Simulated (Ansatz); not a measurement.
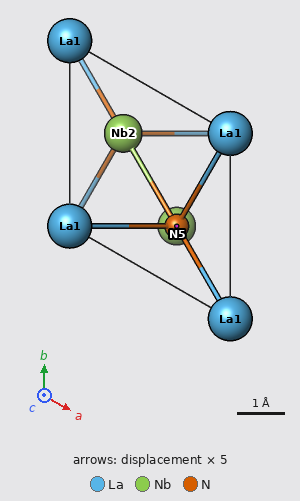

A relaxation of crystalline LaNb2N2 (a generated structure, set up in P-3m1) (coarse preliminary run). The starting structure is drawn; purple arrows show the displacements (the part carried along by the change of the cell is left out), 5 times their true length.

A ball-and-stick model of the cell of the calculation, seen along the c axis.

Method: Ansatz, DFT PBE, scalar-relativistic, plane waves, PAW. (plane-wave cutoff 420 eV; k-point mesh 6 × 6 × 4; occupations gaussian; smearing width 0.1 eV; no spin polarisation; cell and atoms relaxed; force threshold 0.04 eV/Å; at most 70 steps)

Which element moves most?

Answer. Nitrogen: up to 0.25 Å, against 0.01 Å for niobium.

What happened in the run?

Answer. Over 5 accepted moves (6 points after the start) the energy falls by 485 meV per atom. Largest force component: 1.4 eV/Å at the start, 0.02 eV/Å at the end. Pressure: −25.40 GPa at the start and −0.06 GPa at the end. The SCF was repeated once at an unchanged geometry on a basis and grid sized afresh for the cell, which shifted the energy by 1.7 meV per atom at most. The largest moves relative to the cell, 0.25 Å, are those of N atoms. By element the largest moves are N 0.25 Å, Nb 0.01 Å. La stays in place. The drawn cell changes as follows: a = b 4.021 → 3.613 Å (−10.1 %), c 6.678 → 6.775 Å (+1.4 %); the volume changes by −18.1 %. Near-neighbour distances that change, for instance: N–Nb 2.448 → 2.155 Å, N–Nb 2.537 → 2.316 Å, Nb–Nb 2.914 → 2.738 Å, La–Nb 3.381 → 3.256 Å. Bond angles that change, for instance: N–La–N 89.0° → 78.3°, N–La–N 91.0° → 101.7°. The space group stays P-3m1 (No. 164). Cost: 47 s on 1 thread of Intel(R) Xeon(R) Processor @ 2.70GHz, with other jobs on the host, peak memory 0.43 GiB.
